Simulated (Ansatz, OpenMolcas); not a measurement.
**SiH2S (SMILES [SiH]S): the energy, rung by rung**

SiH2S: 4 atoms, total charge 0, spin state singlet. SMILES: `[SiH]S`. Geometry: relaxed at PBE0-D4/def2-TZVP.

```csv
atom,x (Å),y (Å),z (Å)
Si,-0.2628,-1.0744,0.1611
S,0.1905,0.9588,-0.2066
H,1.0175,-1.1908,0.9814
H,-0.8897,1.2460,-0.9562
```

Each level gives the energy change with the Si1–H3 bond stretched from 1.525 to 3.813 Å (eV). The values are calculated.

```csv
level,kind,program,value (eV),less FCI/STO-3G,CPU time (all runs)
HF/STO-3G (restricted),Hartree–Fock,OpenMolcas,9.12,+4.86,3.2 s
SVWN5/STO-3G (restricted),LDA,Ansatz,6.21,+1.95,1.1 s
revPBE/STO-3G (restricted),GGA,Ansatz,5.82,+1.56,1.8 s
r2SCAN/STO-3G (restricted),meta-GGA,Ansatz,6.30,+2.04,4.2 s
PBE0/STO-3G (restricted),global hybrid,Ansatz,6.84,+2.58,1.9 s
RPA@PBE/STO-3G (restricted),RPA,Ansatz,4.90,+0.64,2.9 s
"SC-NEVPT2(2,2)/STO-3G",multireference,OpenMolcas,4.13,-0.13,3.2 s
BCCD(T)/STO-3G (restricted),coupled cluster or CI,Ansatz,4.22,-0.04,0.72 s
CCSDT(Q)/STO-3G (restricted),coupled cluster or CI,Ansatz,4.32,+0.06,0.64 s
FCI/STO-3G,exact in the basis,OpenMolcas,4.26,0.00,8.9 s
```

FCI/STO-3G is exact within its basis and frozen core, so for wave-function methods in that basis the difference is their error; functionals converge differently with the basis, so for them it is only a difference. Spin-restricted single references rise too steeply as a bond breaks, Hartree–Fock most of all. Perturbation and coupled-cluster corrections on them can overshoot downwards. The first shape isn't each level's own minimum. The values span 4.13 to 9.12 eV. All rows use very small basis sets, so even the best lies far from the true value. CPU times are rough (shared hosts, several kinds of processor): they show what a rung costs within a factor of a few.

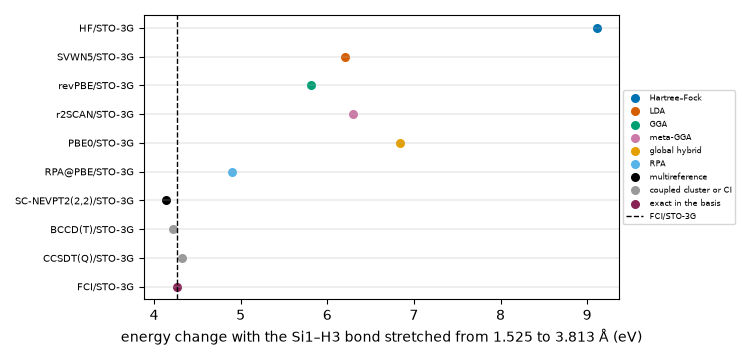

The values of the table, level by level.
